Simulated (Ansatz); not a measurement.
**CsI (SMILES [I][Cs]): a chain of runs**

Aim: a series of 34 runs (HF/3-21G, UHF/3-21G, PBE/def2-SVP, UPBE/def2-SVP, r2SCAN/def2-TZVP, U-r2SCAN/def2-TZVP, wB97M-V/def2-TZVPD, U-wB97M-V/def2-TZVPD, and more) of CsI. 

The results are computed with Ansatz 0.2.0.

**1. The structure to begin with**

CsI: 2 atoms, total charge 0, spin state singlet. SMILES: `[I][Cs]`. The bond length is the measured one. The run starts from this shape.

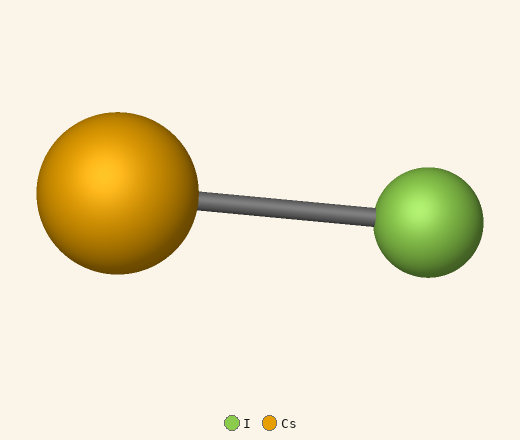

The structure, seen from a chosen angle (iodine green, caesium amber).

**2. A geometry optimisation at HF/3-21G (run 1)**

The input, input.yaml:

```yaml
basis:
  gaussian:
    orbitals: 3-21G.json
crystal:
  periodic: [false, false, false]
  atoms:
    - {symbol: I, position_ang: [0.000000, 0.000000, 0.000000]}
    - {symbol: Cs, position_ang: [0.000000, 0.000000, 3.315192]}
relax:
  f_tol: 0.002
hamiltonian:
  xc: hf
output: {orbitals: {seedname: orbitals}}
```

The basis set 3-21G is read from a file made from the Basis Set Exchange's data (not shown).

Launch:

```bash
$ ansatz run input.yaml --threads 1 --pin off --max-ram 3480MiB --events-out events.jsonl --progress --plain --runs-dir runs
```

Log:

```text
Warning: RAYON_NUM_THREADS=1 ignored (pool sized by the plan → 1); use --threads N
The last accepted step is kept in runs//last_step.txt (removed where the run ends without a failure and the disk answers)
[... 49 lines left out ...]
Total energy: -392346.63401827 eV, -14418.4728580713 hartree
[... 2 lines left out ...]
Dipole moment:     0.000000     0.000000     3.391182 e Å
```

It took 16 s on 1 thread of Arm Neoverse V1, shared host; peak memory 0.17 GiB.

Steps, from the record of the run:

| step | energy from the first frame kept (eV) | largest force (eV/Å) |
| --- | --- | --- |
| 1 | 0.0000 | 1.3070 |
| 2 | -0.1569 | 0.4105 |
| 3 | -0.1802 | 0.1318 |
| 4 | -0.1831 | 0.0386 |
| 5 | -0.1834 | 0.0027 |
| 6 | -0.1834 | 0.0001 |

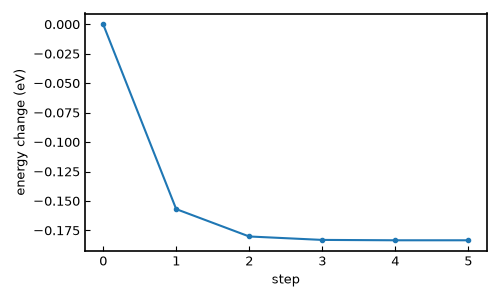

Energy along the run.

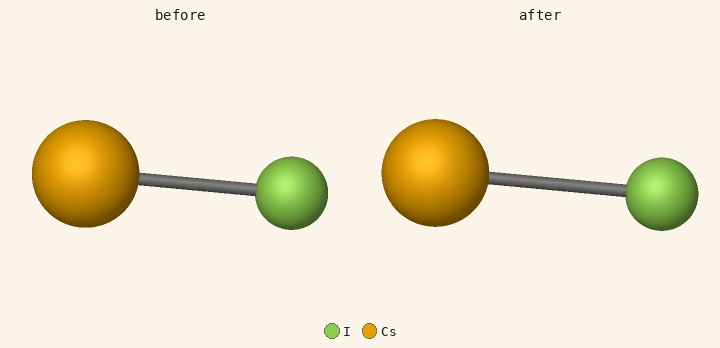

Before and after, at one scale.

After the run. Bond lengths: I1–Cs2 3.644 Å.

**3. The harmonic vibrations at HF/3-21G (run 2)**

The input, input.yaml:

```yaml
crystal:
  periodic: [false, false, false]
  atoms:
    - {symbol: I, position_ang: [-0.000000, -0.000000, -0.164512]}
    - {symbol: Cs, position_ang: [0.000000, 0.000000, 3.479704]}
basis:
  gaussian: {orbitals: 3-21G.json}
phonons: {temperatures: {t_min: 298.15, t_max: 298.15, t_step: 1}}
hamiltonian: {xc: hf}
```

The basis set 3-21G is read from a file made from the Basis Set Exchange's data (not shown).

Launch:

```bash
$ ansatz run input.yaml --threads 1 --pin off --max-ram 3480MiB --events-out events.jsonl --progress --plain --runs-dir runs
```

Log:

```text
Warning: RAYON_NUM_THREADS=1 ignored (pool sized by the plan → 1); use --threads N
[... 75 lines left out ...]
Total energy: -392346.63399826 eV, -14418.4728573357 hartree
[... 2 lines left out ...]
Dipole moment:     0.000000    -0.000000     3.391182 e Å
Vibrations: 101.15 cm⁻¹, zero-point energy 0.006271 eV
```

It took 24 s on 1 thread of Arm Neoverse V1, shared host; peak memory 0.17 GiB.

Runs 3 to 18 aren't shown in full; the table further down has their settings and results.

**4. The doublet cation: the energy at U-wB97X-V/def2-TZVP (core potential) (run 19)**

The input, in.yaml:

```yaml
crystal:
  periodic: [false, false, false]
  atoms:
    - {symbol: I, position_ang: [-0.000000, 0.000000, -0.022495]}
    - {symbol: Cs, position_ang: [0.000000, -0.000000, 3.337687]}
basis:
  gaussian: {orbitals: def2-TZVP}
total_charge: 1
magnetization: {spin_polarized: true, initial_magnetization: 1}
hamiltonian: {xc: {name: wB97X-V}}
```

Launch:

```bash
$ ansatz run in.yaml --threads 1 --pin off --max-ram 3480MiB --events-out events.jsonl --progress --plain --runs-dir runs
```

Log (excerpt; [...] marks lines left out):

```text
Warning: RAYON_NUM_THREADS=1 ignored (pool sized by the plan → 1); use --threads N
Functional definition: wB97X-V
  name "wB97X-V"
[...]
      + integral(e_c_pw_opposite_spin*poly(b97_u_opposite, cos0, cos1)) + vv10(b, c)
707 factors; their error is unknown
208 factors; integrals over basis functions are off by at most 8.6e-5 eV
[...]
mean field -8643.82768374 eV, -317.6548083807 hartree, gradient 4.7e-6 eV, S^2 0.752583; 4 other end points of the search recorded, 0 dependent functions left out
reference -8643.82768235 eV, -317.6548083296 hartree; 17, 16 occupied and 62, 63 virtual orbitals, 707 factors
Total energy: -8643.82768235 eV, -317.6548083296 hartree
```

It took 71 s on 1 thread of Arm Neoverse V1, shared host; peak memory 0.44 GiB.

Runs 20 to 33 aren't shown in full; the table further down has their settings and results.

**5. The doublet cation: a geometry optimisation at UPBE-D3(BJ)/def2-TZVP (core potential) (run 34)**

The input, molecule.yaml:

```yaml
crystal:
  periodic: [false, false, false]
  atoms:
    - symbol: I
      position_ang: [-0.000000, 0.000000, -0.010911]
    - symbol: Cs
      position_ang: [0.000000, -0.000000, 3.326103]
basis:
  gaussian:
    orbitals: def2-TZVP
total_charge: 1
magnetization:
  spin_polarized: true
  initial_magnetization: 1
hamiltonian:
  xc: pbe
  dispersion: d3bj
relax: {}
```

Launch:

```bash
$ ansatz run molecule.yaml --threads 1 --pin off --max-ram 3480MiB --events-out events.jsonl --progress --plain --runs-dir runs
```

Log:

```text
Warning: RAYON_NUM_THREADS=1 ignored (pool sized by the plan → 1); use --threads N
The last accepted step is kept in runs//last_step.txt (removed where the run ends without a failure and the disk answers)
[... 19 lines left out ...]
685 factors; their error is unknown
[... 5 lines left out ...]
685 factors; their error is unknown
[... 6 lines left out ...]
685 factors; their error is unknown
[... 5 lines left out ...]
685 factors; their error is unknown
[... 5 lines left out ...]
685 factors; their error is unknown
[... 4 lines left out ...]
685 factors; their error is unknown
[... 6 lines left out ...]
Total energy: -8644.36886173 eV, -317.6746963048 hartree
[... 2 lines left out ...]
Dipole moment:    -0.000000     0.000000     1.591133 e Å
```

It took 47 s on 1 thread of Arm Neoverse V1, shared host; peak memory 0.19 GiB.

The path in brief:

| step | energy from the first frame kept (eV) | largest force (eV/Å) |
| --- | --- | --- |
| 1 | 0.0000 | 1.0667 |
| 2 | -0.1271 | 0.5979 |
| 3 | -0.2074 | 0.2445 |
| 4 | -0.2363 | 0.0344 |
| 5 | -0.2367 | 0.0394 |
| 6 | -0.2381 | 0.0061 |

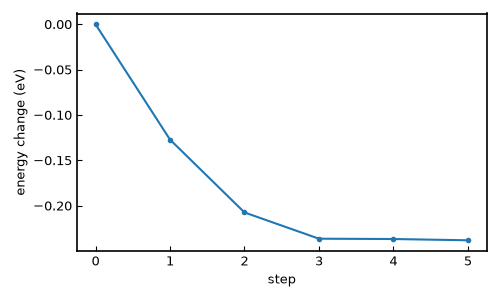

Energy along the run.

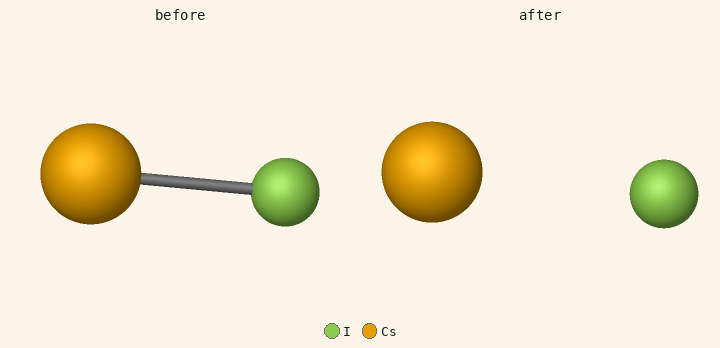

Before and after, at one scale.

After the run. Bond lengths: I1–Cs2 3.982 Å.

**6. The series**

| run | level | task | walk f tol | partner | energy (Eh) | dipole moment (D) | wall time |
| --- | --- | --- | --- | --- | --- | --- | --- |
| 1 | HF/3-21G | optimise | 0.002 | base | -14418.472858 | 16.29 | 16 s |
| 2 | HF/3-21G | frequencies | – | base | -14418.472857 | 16.29 | 24 s |
| 3 | UHF/3-21G | energy | – | cation | -14418.257160 | – | 7.2 s |
| 4 | UHF/3-21G | optimise | – | cation | -14418.264541 | – | 29 s |
| 5 | PBE/def2-SVP (core potential) | optimise | 0.002 | base | -317.930073 | 11.23 | 8.4 s |
| 6 | PBE/def2-SVP (core potential) | frequencies | – | base | -317.930073 | 11.23 | 14 s |
| 7 | UPBE/def2-SVP (core potential) | energy | – | cation | -317.656048 | – | 8.1 s |
| 8 | UPBE/def2-SVP (core potential) | optimise | – | cation | -317.664651 | – | 30 s |
| 9 | r2SCAN/def2-TZVP (core potential) | optimise | 0.002 | base | -318.078842 | 11.77 | 20 s |
| 10 | r2SCAN/def2-TZVP (core potential) | frequencies | – | base | -318.078842 | 11.77 | 33 s |
| 11 | U-r2SCAN/def2-TZVP (core potential) | energy | – | cation | -317.802356 | – | 47 s |
| 12 | U-r2SCAN/def2-TZVP (core potential) | optimise | – | cation | -317.811112 | – | 2.4 min |
| 13 | wB97M-V/def2-TZVPD (core potential) | optimise | 0.002 | base | -317.865782 | 12.04 | 76 s |
| 14 | wB97M-V/def2-TZVPD (core potential) | frequencies | – | base | -317.865782 | 12.04 | 2 min |
| 15 | U-wB97M-V/def2-TZVPD (core potential) | energy | – | cation | -317.593652 | – | 1.7 min |
| 16 | U-wB97M-V/def2-TZVPD (core potential) | optimise | – | cation | -317.601837 | – | 7.4 min |
| 17 | wB97X-V/def2-TZVP (core potential) | optimise | 0.002 | base | -317.928754 | 12.20 | 55 s |
| 18 | wB97X-V/def2-TZVP (core potential) | frequencies | – | base | -317.928754 | 12.20 | 92 s |
| 19 | U-wB97X-V/def2-TZVP (core potential) | energy | – | cation | -317.654808 | – | 71 s |
| 20 | U-wB97X-V/def2-TZVP (core potential) | optimise | – | cation | -317.663136 | – | 5 min |
| 21 | SVWN5/def2-TZVP (core potential) | optimise | 0.002 | base | -317.472952 | 10.68 | 8.1 s |
| 22 | SVWN5/def2-TZVP (core potential) | frequencies | – | base | -317.472952 | 10.68 | 12 s |
| 23 | USVWN5/def2-TZVP (core potential) | energy | – | cation | -317.181975 | – | 8.4 s |
| 24 | USVWN5/def2-TZVP (core potential) | optimise | – | cation | -317.189775 | – | 24 s |
| 25 | CCSD(T)/def2-TZVP (core potential) | optimise | 0.002 | base | -317.204211 | 12.58 | 5.3 min |
| 26 | CCSD(T)/def2-TZVP (core potential) | frequencies | – | base | -317.204211 | 12.58 | 14 min |
| 27 | B3LYP-D4/def2-TZVP (core potential) | optimise | 0.002 | base | -318.056280 | 11.73 | 18 s |
| 28 | B3LYP-D4/def2-TZVP (core potential) | frequencies | – | base | -318.056280 | 11.73 | 29 s |
| 29 | UB3LYP-D4/def2-TZVP (core potential) | energy | – | cation | -317.779395 | – | 26 s |
| 30 | UB3LYP-D4/def2-TZVP (core potential) | optimise | – | cation | -317.789127 | – | 82 s |
| 31 | PBE-D3(BJ)/def2-TZVP (core potential) | optimise | 0.002 | base | -317.943392 | 11.10 | 9 s |
| 32 | PBE-D3(BJ)/def2-TZVP (core potential) | frequencies | – | base | -317.943392 | 11.10 | 17 s |
| 33 | UPBE-D3(BJ)/def2-TZVP (core potential) | energy | – | cation | -317.665947 | – | 17 s |
| 34 | UPBE-D3(BJ)/def2-TZVP (core potential) | optimise | – | cation | -317.674696 | – | 47 s |

**7. Outcome**

| quantity | value |
| --- | --- |
| doublet cation, run 34: total energy at the end | -317.67470 Eh |
| doublet cation, run 34: bond length | 3.982 Å |
| doublet cation, run 34: dispersion energy | -2.41 kJ/mol |
| doublet cation, run 34: ⟨S²⟩ | 0.752 |
| vertical ionisation energy (to the doublet cation), HF/3-21G | 5.869 eV |
| vertical ionisation energy (to the doublet cation), PBE/def2-SVP | 7.457 eV |
| vertical ionisation energy (to the doublet cation), r2SCAN/def2-TZVP | 7.524 eV |
| vertical ionisation energy (to the doublet cation), wB97M-V/def2-TZVPD | 7.405 eV |
| adiabatic ionisation energy (to the doublet cation, no zero-point term), HF/3-21G | 5.669 eV |
| adiabatic ionisation energy (to the doublet cation, no zero-point term), PBE/def2-SVP | 7.222 eV |
| adiabatic ionisation energy (to the doublet cation, no zero-point term), wB97M-V/def2-TZVPD | 7.182 eV |
| adiabatic ionisation energy (to the doublet cation, no zero-point term), PBE-D3(BJ)/def2-TZVP | 7.312 eV |

In words: At HF/3-21G: the vertical ionisation energy comes to 5.87 eV (566 kJ/mol). At PBE/def2-SVP: the vertical ionisation energy comes to 7.46 eV (172 kcal/mol). At r2SCAN/def2-TZVP: the vertical ionisation energy comes to 7.52 eV (173 kcal/mol). At wB97M-V/def2-TZVPD: removing an electron at fixed nuclei costs 7.41 eV (714 kJ/mol). At HF/3-21G: the adiabatic ionisation energy (to the doublet cation, no zero-point term) is 5.67 eV (547 kJ/mol). At PBE/def2-SVP: the adiabatic ionisation energy (to the doublet cation, no zero-point term) is 7.22 eV (167 kcal/mol). Totals of different functionals can't be ranked against each other. Some runs of one species differ in core potentials or relativity; totals across that change don't compare. In runs 1, 2, 3, 4 relativity is left out where basis or elements ask for it. All runs together took 51 min, the longest 14 min.
